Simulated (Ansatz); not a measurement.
## Electronic structure of C₄H₈B₂ in real space

Input

```
crystal:
  periodic: [false, false, false]
  atoms:
    - { symbol: B, position_ang: [0.2961, -1.7429, 1.2212] }
    - { symbol: C, position_ang: [1.1834, -0.4195, 1.1897] }
    - { symbol: B, position_ang: [0.8478, 0.4789, -0.1041] }
    - { symbol: C, position_ang: [-0.4305, 1.2574, -0.2512] }
    - { symbol: C, position_ang: [-1.1943, 0.77, -1.4675] }
    - { symbol: C, position_ang: [-1.7682, 0.4071, -2.4402] }
    - { symbol: H, position_ang: [0.3219, -2.4817, 0.332] }
    - { symbol: H, position_ang: [-0.4623, -1.8529, 2.1003] }
    - { symbol: H, position_ang: [1.0276, 0.2011, 2.1514] }
    - { symbol: H, position_ang: [2.2473, -0.7484, 1.1836] }
    - { symbol: H, position_ang: [1.7014, 0.6035, -0.9005] }
    - { symbol: H, position_ang: [-1.1283, 1.0721, 0.6553] }
    - { symbol: H, position_ang: [-1.69575, 0.63071, -0.50977] }
    - { symbol: H, position_ang: [-2.2954, 0.064, -3.2894] }
basis:
  gaussian: { orbitals: def2-SVP }
hamiltonian:
  xc: pbe
relax:
  f_tol: 0.02
  max_steps: 50
output:
  orbitals: {}
```

Command:

```sh
ansatz run input.yaml --threads 2 --pin off --max-ram 3072MiB --backend cpu --events-out ev --progress --plain --runs-dir out
```

The fields are those of the run's last geometry, not of the input's.

Theory: Ansatz, RKS PBE/def2-SVP.

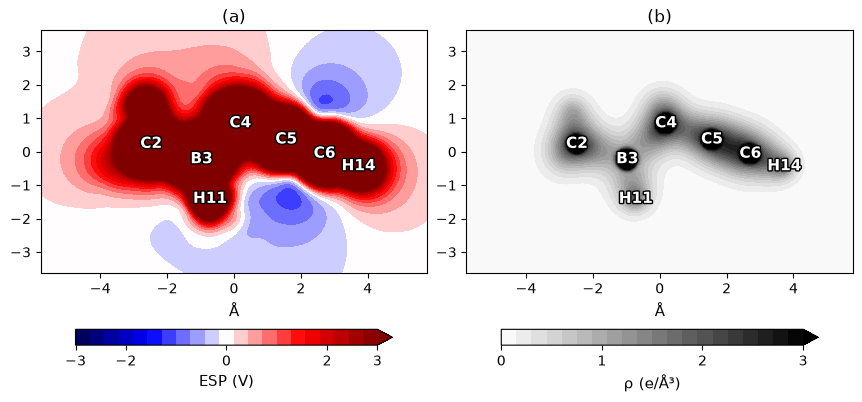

Figure 1. (a) molecular electrostatic potential; (b) total electron density on the plane of atoms B3, C4 and C5.

> Interpret the plot.

The section cuts through C, B and H sites.
C–C (1.22 Å): ρ at the midpoint is about 2.6 e/Å³.
C–B (1.57 Å): ρ is about 1.3 e/Å³ halfway.
C–H (1.08 Å): ρ at the midpoint is about 2 e/Å³.
B–H (1.22 Å): the density is about 1.2 e/Å³ at the midpoint.
Outside the dense part of the molecule the potential is most negative (−1.2 V) near C6.

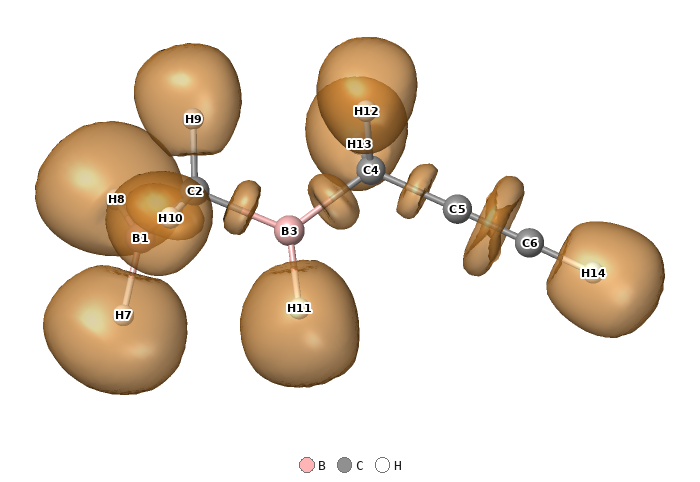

Figure 2. Isosurface of the ELF at 0.85 (orange), seen across its widest extent. Core shells and regions of very low density are left out.

> Describe the localisation domains.

The ELF exceeds this value in three regions between bonded B–C atoms (shared pairs), two regions between bonded C–C atoms (shared pairs) and eight regions around hydrogen nuclei. Along the contacts the grid gives the following. C–C (1.22 Å): the ELF peaks at about 0.85 between the atoms: a short, multiple covalent bond. C–B (1.56 Å): the ELF peaks at about 0.95 between the atoms; a covalent bond.

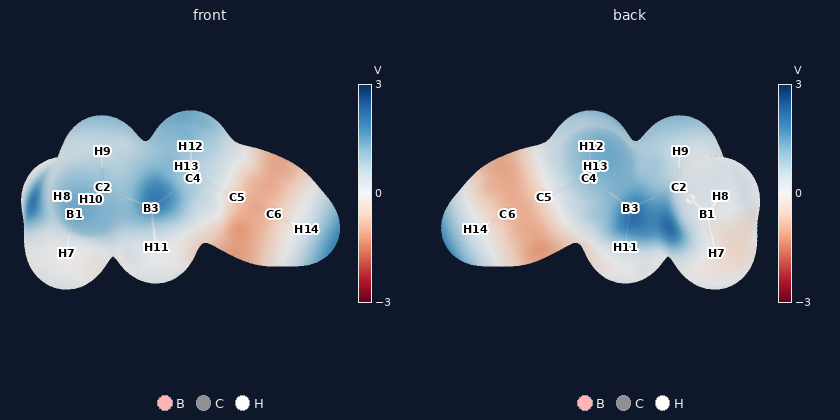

Figure 3. The electrostatic potential painted on the density surface at 0.004 e/bohr³, seen from the front and from behind; the colour scale runs from red (negative) to blue (positive).

> Where is the surface potential most negative and most positive?

The most negative region (about −1.2 V, or −28 kcal/mol for a unit charge) lies over C5 and C6, the most positive (about +2.3 V, or +53 kcal/mol for a unit charge) over B1 and B3.
